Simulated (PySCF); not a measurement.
# CH4O5Si: electronic excitations and core binding energies

What electronic excitations and core binding energies should CH4O5Si (`O=CO[Si](O)(O)O`) show?

Programs: PySCF 2.14.0, with density-fitted response routines of our own. Each step states its level of theory. These are calculated values for one molecule in the gas phase, unless marked as measured. Atoms are numbered from 0 throughout.

## 1. The starting structure

11 atoms, charge 0, multiplicity 1; geometry from: GFN2-xTB.

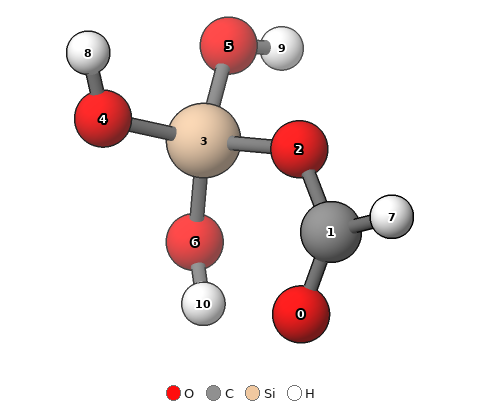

The starting geometry (oxygen red, carbon grey, silicon light orange, hydrogen white), atoms numbered.

## 2. TDDFT and polarisability: PBE0/def2-SVPD

Job settings and geometry (Å):

```
{"job": {"kind": "uv", "xc": "PBE0", "basis": "def2-SVPD", "nstates": 8, "ntriplets": 3}, "charge": 0, "multiplicity": 1}
O      1.480244    -1.320524    -1.223014
C      1.793555    -0.345360    -0.601624
O      0.994386     0.431519     0.076750
Si    -0.668670     0.173148     0.284979
O     -0.876074    -0.653947     1.651326
O     -1.319285     1.637301     0.449153
O     -1.265323    -0.619201    -0.979758
H      2.835446     0.018360    -0.542635
H     -0.852768    -0.210530     2.495284
H     -1.377416     2.229143    -0.296254
H     -0.738669    -1.337239    -1.340170
```

Level: TDDFT PBE0/def2-SVPD, vertical, gas phase, core orbitals frozen in the response.

Launch:

```bash
$ OMP_NUM_THREADS=1 python probes_run.py task.json out
```

The driver reads the jobs from task.json and runs them one after another.

What it wrote:

```text
coarse grid: 10624 points
cycle   1  E = -704.9635490896  dE =  1.384e+00  |g| = 1.308e+00  |ddm| = 5.151e+00
cycle   2  E = -704.4973134365  dE =  4.662e-01  |g| = 2.043e+00  |ddm| = 3.822e+00
cycle   3  E = -705.2579134014  dE = -7.606e-01  |g| = 3.310e-01  |ddm| = 2.335e+00
cycle   4  E = -705.2779024735  dE = -1.999e-02  |g| = 8.473e-02  |ddm| = 3.387e-01
cycle   5  E = -705.2791803008  dE = -1.278e-03  |g| = 1.310e-02  |ddm| = 8.726e-02
cycle   6  E = -705.2792165437  dE = -3.624e-05  |g| = 3.929e-03  |ddm| = 1.953e-02
cycle   7  E = -705.2792194941  dE = -2.950e-06  |g| = 1.225e-03  |ddm| = 5.515e-03
final grid: 100664 points
cycle   8  E = -705.3977055853  dE = -2.097e-05  |g| = 1.156e-02  |ddm| = 8.070e-02
cycle   9  E = -705.3976722045  dE =  3.338e-05  |g| = 1.780e-02  |ddm| = 2.779e-02
cycle  10  E = -705.3977284342  dE = -5.623e-05  |g| = 2.253e-03  |ddm| = 1.679e-02
cycle  11  E = -705.3977293852  dE = -9.510e-07  |g| = 1.917e-04  |ddm| = 1.974e-03
cycle  12  E = -705.3977293905  dE = -5.337e-09  |g| = 1.071e-04  |ddm| = 3.364e-04
cycle  13  E = -705.3977293926  dE = -2.092e-09  |g| = 2.299e-05  |ddm| = 1.566e-04
cycle  14  E = -705.3977293927  dE = -9.686e-11  |g| = 5.485e-06  |ddm| = 3.781e-05
converged SCF energy = -705.3977293927

Static polarisability (au): isotropic 51.251, principal 44.785 50.856 58.111

Singlet excitations
state   eV       nm        f      main configurations
  1   5.8978    210.2   0.00112   H->L 0.98
  2   7.5826    163.5   0.01534   H->L+1 0.92
  3   7.9035    156.9   0.00056   H-2->L 0.53, H-3->L 0.26, H-4->L 0.12
  4   8.1521    152.1   0.02115   H-1->L+1 0.85
  5   8.1672    151.8   0.11710   H-1->L 0.81
  6   8.5564    144.9   0.01575   H-2->L+1 0.49, H->L+3 0.20, H-3->L 0.08
  7   8.5626    144.8   0.03326   H-2->L+1 0.40, H->L+3 0.39
  8   8.6316    143.6   0.05542   H->L+3 0.34, H-2->L 0.26, H-3->L 0.20

Triplet excitations (Tamm-Dancoff, eV): 5.3130 6.1620 7.4644
```

It took 48 s on 1 thread of Arm Neoverse N1, shared host; peak memory 0.83 GiB.

The orbitals next to the gap, with their largest atomic shares:

| orbital | eV | atoms |
| --- | --- | --- |
| HOMO−3 | -10.20 | O2 24 %, O0 18 %, O6 16 % |
| HOMO−2 | -9.93 | O6 58 %, O2 15 %, O5 8 % |
| HOMO−1 | -9.55 | O4 29 %, O2 26 %, O0 19 % |
| HOMO | -8.67 | O0 65 %, C1 13 %, O2 7 % |
| LUMO | -0.39 | C1 42 %, O0 30 %, O2 16 % |
| LUMO+1 | -0.18 | Si3 34 %, O5 15 %, O4 13 % |
| LUMO+2 | 0.84 | O5 27 %, O4 24 %, H8 15 % |

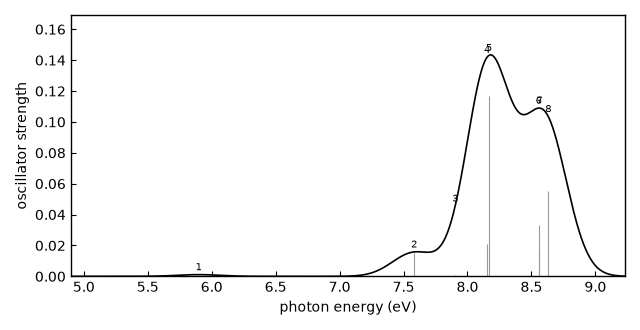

Absorption spectrum from the 8 singlet states computed; above the last one it falls off for lack of states. Lines are broadened to a width of 0.40 eV (Gaussian).

Further results of this job:

| property | computed |
| --- | --- |
| dipole moment (D) | 2.52 |
| polarisability (Å³) | 7.59 |
| HOMO–LUMO gap (eV) | 8.28 |
| −ε(HOMO) (eV) | 8.67 |

## 3. Core holes by ΔSCF: SCAN, X2C

Same as in step 2 but for these lines:

```diff
@@ -1,2 +1,2 @@
-{"job": {"kind": "uv", "xc": "PBE0", "basis": "def2-SVPD", "nstates": 8, "ntriplets": 3}, "charge": 0, "multiplicity": 1}
+{"job": {"kind": "xps"}, "charge": 0, "multiplicity": 1}
 O      1.480244    -1.320524    -1.223014
```

Method: delta-SCF UKS SCAN, pcX-2 on the ionised atom, pcseg-1 elsewhere, spin-free X2C.

What it wrote:

```text
ground state, core basis on atom 0 (O), 153 functions
  cycle   1  E = -706.59147956  |g| = 1.40e+00
  cycle   2  E = -705.69965058  |g| = 2.56e+00
  cycle   3  E = -706.86564950  |g| = 6.13e-01
  cycle   4  E = -706.93617814  |g| = 1.12e-01
  cycle   5  E = -706.93804195  |g| = 4.09e-02
  cycle   6  E = -706.93834586  |g| = 1.86e-02
  cycle   7  E = -706.93839804  |g| = 7.41e-03
  cycle   8  E = -706.93840673  |g| = 1.42e-03
  cycle   9  E = -706.93840842  |g| = 3.02e-04
  E(ground) = -706.98934752 Eh
hole in O 1s of atom 0
  cycle   1  E = -686.33050235  |g| = 2.22e+00
  cycle   2  E = -685.17895605  |g| = 2.44e+00
  cycle   3  E = -686.84058494  |g| = 8.41e-01
  cycle   4  E = -687.07544702  |g| = 4.59e-01
  cycle   5  E = -687.14016835  |g| = 1.57e-01
  cycle   6  E = -687.14740513  |g| = 7.40e-02
  cycle   7  E = -687.14933922  |g| = 1.50e-02
  cycle   8  E = -687.14942034  |g| = 5.64e-03
  cycle   9  E = -687.14942984  |g| = 2.84e-03
  cycle  10  E = -687.14943514  |g| = 7.32e-04
  cycle  11  E = -687.14943543  |g| = 2.50e-04
  E(ion) = -687.20136404 Eh   <S^2> = 0.7642   hole on atom = 1.000   binding energy = 538.458 eV
ground state, core basis on atom 1 (C), 153 functions
  cycle   1  E = -706.91570998  |g| = 8.45e-02
  cycle   2  E = -706.91169633  |g| = 1.58e-01
  cycle   3  E = -706.91625684  |g| = 3.18e-02
  cycle   4  E = -706.91641770  |g| = 1.46e-02
  cycle   5  E = -706.91645742  |g| = 1.44e-03
  cycle   6  E = -706.91645719  |g| = 3.85e-04
  E(ground) = -706.97014753 Eh
hole in C 1s of atom 1
  cycle   1  E = -695.52963423  |g| = 1.50e+00
  cycle   2  E = -692.99244469  |g| = 2.54e+00
  cycle   3  E = -695.73769842  |g| = 8.57e-01
  cycle   4  E = -695.93220701  |g| = 5.84e-01
  cycle   5  E = -695.96660110  |g| = 4.85e-01
  cycle   6  E = -696.05551302  |g| = 1.43e-01
  cycle   7  E = -696.06381464  |g| = 3.12e-02
  cycle   8  E = -696.06415355  |g| = 1.27e-02
  cycle   9  E = -696.06420907  |g| = 6.28e-03
  cycle  10  E = -696.06422769  |g| = 3.10e-03
  cycle  11  E = -696.06423383  |g| = 1.32e-03
  cycle  12  E = -696.06423638  |g| = 6.23e-04
  cycle  13  E = -696.06423758  |g| = 5.41e-04
  cycle  14  E = -696.06423671  |g| = 1.91e-04
  E(ion) = -696.11612161 Eh   <S^2> = 0.7942   hole on atom = 1.000   binding energy = 295.353 eV
ground state, core basis on atom 2 (O), 153 functions
  cycle   1  E = -706.94302875  |g| = 1.10e-01
  cycle   2  E = -706.93935806  |g| = 1.54e-01
  cycle   3  E = -706.94291523  |g| = 6.70e-02
  cycle   4  E = -706.94369142  |g| = 2.08e-02
  cycle   5  E = -706.94376967  |g| = 2.24e-03
  cycle   6  E = -706.94377153  |g| = 5.12e-04
  cycle   7  E = -706.94377219  |g| = 1.74e-04
  E(ground) = -706.99404893 Eh
hole in O 1s of atom 2
  cycle   1  E = -686.29479614  |g| = 2.23e+00
  cycle   2  E = -685.19239864  |g| = 2.59e+00
  cycle   3  E = -686.69633104  |g| = 1.02e+00
  cycle   4  E = -686.95403177  |g| = 6.46e-01
  cycle   5  E = -687.10705945  |g| = 1.33e-01
  cycle   6  E = -687.11146017  |g| = 7.68e-02
  cycle   7  E = -687.11357079  |g| = 9.67e-03
  cycle   8  E = -687.11360129  |g| = 4.97e-03
  cycle   9  E = -687.11361019  |g| = 2.05e-03
  cycle  10  E = -687.11361267  |g| = 4.77e-04
  E(ion) = -687.16296088 Eh   <S^2> = 0.7620   hole on atom = 1.000   binding energy = 539.631 eV
ground state, core basis on atom 3 (Si), 164 functions
  cycle   1  E = -707.03689296  |g| = 3.11e-01
  cycle   2  E = -707.03183695  |g| = 2.10e-01
  cycle   3  E = -707.03083134  |g| = 2.14e-01
  cycle   4  E = -707.03883279  |g| = 6.35e-02
  cycle   5  E = -707.03958646  |g| = 1.28e-02
  cycle   6  E = -707.03961648  |g| = 1.66e-03
  cycle   7  E = -707.03961686  |g| = 6.93e-04
  cycle   8  E = -707.03961759  |g| = 2.87e-04
  E(ground) = -707.05135887 Eh
hole in Si 1s of atom 3
  cycle   1  E = -638.04509122  |g| = 4.35e+00
  cycle   2  E = -638.08997642  |g| = 2.22e+00
  cycle   3  E = -638.57192151  |g| = 1.06e+00
  cycle   4  E = -639.00104858  |g| = 4.31e-01
  cycle   5  E = -639.03712054  |g| = 2.86e-01
  cycle   6  E = -639.06762655  |g| = 6.34e-02
  cycle   7  E = -639.06899152  |g| = 2.43e-02
  cycle   8  E = -639.06917943  |g| = 1.02e-02
  cycle   9  E = -639.06921721  |g| = 2.80e-03
  cycle  10  E = -639.06922113  |g| = 9.07e-04
  cycle  11  E = -639.06922019  |g| = 2.23e-04
  E(ion) = -639.08762826 Eh   <S^2> = 0.7518   hole on atom = 1.000   binding energy = 1849.387 eV
hole in Si 2p of atom 3
  cycle   1  E = -702.71320105  |g| = 1.25e+00
  cycle   2  E = -702.54362667  |g| = 1.21e+00
  cycle   3  E = -702.94015784  |g| = 4.29e-01
  cycle   4  E = -703.00462428  |g| = 1.63e-01
  cycle   5  E = -703.01106660  |g| = 9.57e-02
  cycle   6  E = -703.01423212  |g| = 2.98e-02
  cycle   7  E = -703.01457854  |g| = 6.65e-03
  cycle   8  E = -703.01458916  |g| = 4.21e-03
  cycle   9  E = -703.01459668  |g| = 1.03e-03
  cycle  10  E = -703.01459834  |g| = 1.57e-04
  E(ion) = -703.03558498 Eh   <S^2> = 0.7511   hole on atom = 1.003   binding energy = 109.275 eV
  2p3/2 = 109.078 eV   2p1/2 = 109.703 eV
ground state, core basis on atom 4 (O), 153 functions
  cycle   1  E = -706.94377313  |g| = 1.04e-01
  cycle   2  E = -706.94308424  |g| = 8.07e-02
  cycle   3  E = -706.94375099  |g| = 5.30e-02
  cycle   4  E = -706.94423135  |g| = 6.25e-03
  cycle   5  E = -706.94423736  |g| = 2.25e-03
  cycle   6  E = -706.94423557  |g| = 8.60e-04
  cycle   7  E = -706.94423671  |g| = 2.18e-04
  E(ground) = -706.99480118 Eh
hole in O 1s of atom 4
  cycle   1  E = -686.32563352  |g| = 2.22e+00
  cycle   2  E = -683.88473047  |g| = 2.61e+00
  cycle   3  E = -686.47478467  |g| = 1.21e+00
  cycle   4  E = -686.98512355  |g| = 6.04e-01
  cycle   5  E = -687.07251022  |g| = 3.59e-01
  cycle   6  E = -687.12171202  |g| = 7.96e-02
  cycle   7  E = -687.12385695  |g| = 3.01e-02
  cycle   8  E = -687.12417793  |g| = 7.89e-03
  cycle   9  E = -687.12420289  |g| = 1.99e-03
  cycle  10  E = -687.12420362  |g| = 1.25e-03
  cycle  11  E = -687.12420542  |g| = 3.85e-04
  E(ion) = -687.17524450 Eh   <S^2> = 0.7609   hole on atom = 1.000   binding energy = 539.318 eV
```

Wall time 1.8 min (1 thread of Arm Neoverse N1, shared host); peak memory 0.63 GiB.

Binding energies by hole, beside the orbital energy of the ground state; the difference holds orbital relaxation and, for a density functional, its self-interaction error:

| hole | stands for | environment | ΔSCF (eV; 2p as the shell's mean) | −ε (eV) | ⟨S²⟩ |
| --- | --- | --- | --- | --- | --- |
| O1s on O0 | O0 | carbonyl oxygen | 538.46 | 516.8 | 0.764 |
| C1s on C1 | C1 | carbonyl carbon | 295.35 | 277.5 | 0.794 |
| O1s on O2 | O2 | oxygen bonded to C, Si | 539.63 | 517.9 | 0.762 |
| Si1s on Si3 | Si3 | silicon bonded to 4 O | 1849.39 | 1795.2 | 0.752 |
| Si2p on Si3 | Si3 | silicon bonded to 4 O | 109.29 | 97.9 | 0.751 |
| O1s on O4 | O4, O5, O6 | oxygen bonded to Si, H | 539.32 | 517.1 | 0.761 |

Each hole run stands for the others of its class of like atoms.

With the spin-orbit splitting: Si3 2p3/2 109.08, 2p1/2 109.70 eV. The table gives each 2p level as the mean over the whole 2p shell (two parts 2p3/2, one part 2p1/2), which differs a little from the single hole in the log.

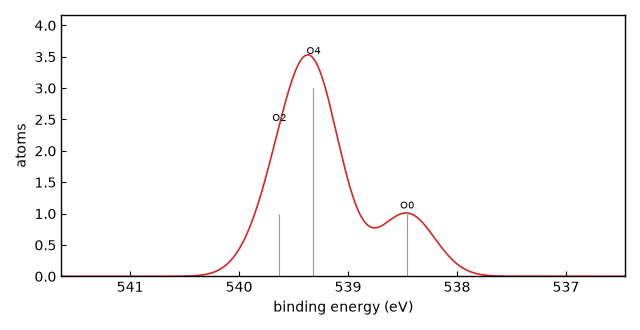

The O1s photoelectron lines, weighted by the number of atoms. Lines are broadened to a width of 0.60 eV (Gaussian).

## 4. Results

```
                                quantity                               value
         lowest singlet (PBE0/def2-SVPD)         5.90 eV (210 nm), f = 0.001
brightest single state of those computed         state 5, 8.17 eV, f = 0.117
                          lowest triplet                             5.31 eV
        O1s binding energies, SCAN/pcX-2  O2 539.63, O4 539.32, O0 538.46 eV
        C1s binding energies, SCAN/pcX-2                        C1 295.35 eV
       Si1s binding energies, SCAN/pcX-2                      Si3 1849.39 eV
       Si2p binding energies, SCAN/pcX-2                       Si3 109.29 eV
```

The first singlet state (HOMO→LUMO 0.98) lies at 5.90 eV and is weak; of the 8 states computed, the strongest absorption comes from states 4 to 5 together at 8.17 eV (the last state computed is bright too, and its partners may lie past the list). The lowest triplet lies 0.58 eV below the lowest singlet (triplets in Tamm-Dancoff, singlets in full TDDFT). O2 (oxygen bonded to C, Si) binds its O1s electron 1.17 eV more tightly than O0 (carbonyl oxygen).
